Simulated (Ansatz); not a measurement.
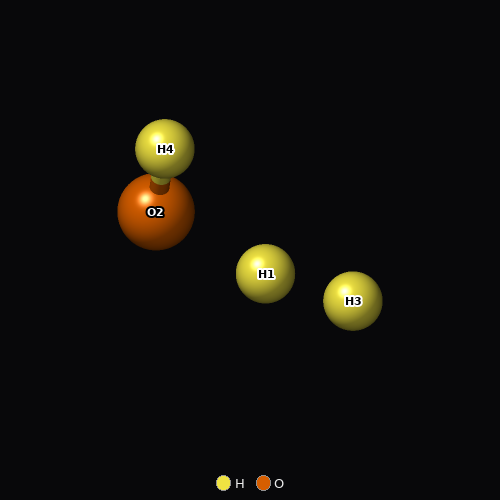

The system is the reacting system H3O (fragments H₂O + H where the first distance is long, H + HO + H where the second is long), spin multiplicity 2; the picture shows the reference structure. First axis: distance H1–H3 (bond that forms). Second axis: distance H1–O2 (bond that breaks). Relaxed at each point: all other coordinates. Grid: 13 × 13 points. Points are written as (first, second). All energies are given in kcal/mol relative to a guessed transition structure relaxed with its forming and breaking bonds held. Energies and slopes of some neighbouring points disagree (a jump in structure or state, or too coarse a mesh). The calculation used UKS SPW92 (LDA)/def2-TZVP (Ansatz 0.2.0).

Its coordinates:

| atom | x (Å) | y (Å) | z (Å) |
| --- | --- | --- | --- |
| H | -0.2906 | -0.1984 | -0.4288 |
| O | -0.3153 | 0.0366 | 0.8236 |
| H | 0.0273 | -0.2563 | -1.3522 |
| H | 0.5786 | 0.4181 | 0.9574 |

Range: distance H1–H3 (bond that forms) from 0.666 to 1.866 Å; distance H1–O2 (bond that breaks) from 0.873 to 2.373 Å.

> What will the energy surface look like?

The lowest grid point is at (1.866 Å, 2.067 Å), −11.4 kcal/mol from a guessed transition structure relaxed with its forming and breaking bonds held. It lies in a valley that leaves the map towards separated partners. Other grid points that lie below all their neighbours: (1.389 Å, 1.033 Å) (1.5 kcal/mol higher). The energy also falls towards the edge at (1.866 Å, 0.940 Å) (0.8 kcal/mol above the lowest), where a further well may lie outside the range. The highest grid point, (0.666 Å, 0.873 Å), lies 69.0 kcal/mol above the lowest.

| second ↓, first → | 0.666 | 0.720 | 0.794 | 0.878 | 0.970 | 1.068 | 1.171 | 1.278 | 1.389 | 1.504 | 1.621 | 1.742 | 1.866 |
| --- | --- | --- | --- | --- | --- | --- | --- | --- | --- | --- | --- | --- | --- |
| 2.373 | 17.4 | 11.9 | 8.2 | 6.7 | 5.8 | 3.5 | −1.2 | −7.2 | −10.5 | −10.8 | −10.9 | −11.0 | −11.1 |
| 2.218 | 16.2 | 10.1 | 5.3 | 2.2 | −0.9 | −4.9 | −8.9 | −10.1 | −10.5 | −10.8 | −11.0 | −11.2 | −11.3 |
| 2.067 | 15.6 | 8.9 | 2.9 | −1.6 | −5.5 | −7.9 | −9.0 | −9.8 | −10.3 | −10.6 | −10.9 | −11.2 | −11.4 |
| 1.920 | 16.2 | 9.1 | 2.6 | −2.0 | −4.9 | −6.8 | −8.0 | −8.9 | −9.6 | −10.1 | −10.6 | −11.0 | −11.3 |
| 1.777 | 18.1 | 11.3 | 4.8 | 0.3 | −2.8 | −4.8 | −6.3 | −7.4 | −8.3 | −9.1 | −9.7 | −10.2 | −10.6 |
| 1.638 | 16.6 | 11.4 | 8.8 | 10.0 | 14.1 | 20.1 | −3.6 | −5.1 | −6.3 | −7.4 | −8.2 | −8.9 | −9.3 |
| 1.504 | 15.8 | 10.0 | 6.5 | 6.6 | 9.6 | 14.3 | 19.8 | 25.4 | −3.6 | −5.0 | −6.1 | −6.9 | −7.3 |
| 1.375 | 15.6 | 8.9 | 4.2 | 2.9 | 4.3 | 7.3 | 11.2 | 15.1 | 18.7 | 21.8 | 24.3 | 26.2 | 27.6 |
| 1.253 | 16.7 | 8.8 | 2.6 | −0.5 | −1.0 | 0.2 | 2.2 | 4.5 | 6.7 | 8.6 | 10.2 | 11.4 | 12.4 |
| 1.138 | 20.2 | 10.9 | 2.7 | −2.4 | −4.9 | −5.7 | −5.5 | −4.7 | −3.8 | −2.8 | −2.0 | −1.3 | −0.7 |
| 1.033 | 27.7 | 16.8 | 6.6 | −0.6 | −5.2 | −7.9 | −9.2 | −9.8 | −9.9 | −9.8 | −9.6 | −9.3 | −9.0 |
| 0.940 | 41.1 | 28.6 | 16.3 | 7.2 | 0.7 | −3.5 | −6.3 | −7.9 | −8.9 | −9.4 | −9.6 | −9.7 | −10.7 |
| 0.873 | 57.6 | 43.9 | 30.2 | 19.6 | 11.8 | 6.4 | 2.8 | 0.4 | −1.1 | −2.1 | −3.1 | −3.7 | −4.1 |

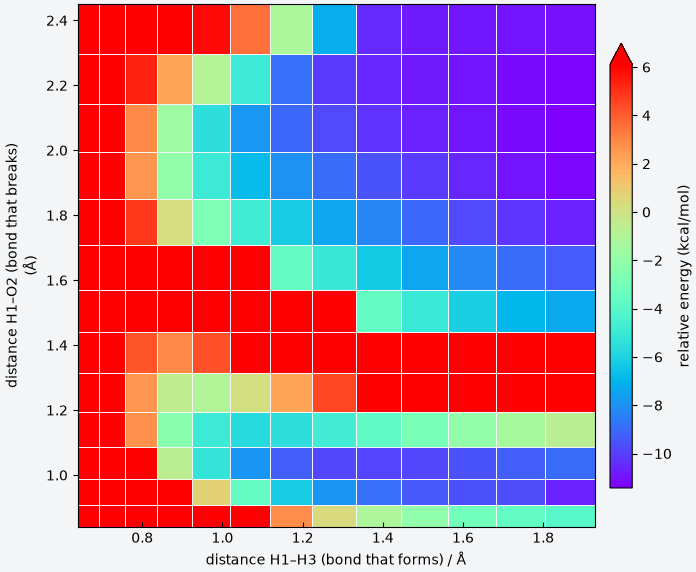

The picture shows one coloured cell a grid point, one colour for all values above the top of the scale.

Each point was launched as `ansatz run input.yaml --threads 1 --pin off --max-ram 2560MiB --backend cpu --events-out ev --progress --plain --runs-dir out`. The whole map (169 points run) took 2.6 min on 1 thread of Intel(R) Xeon(R) 6975P-C (Granite Rapids), with other jobs on the host.
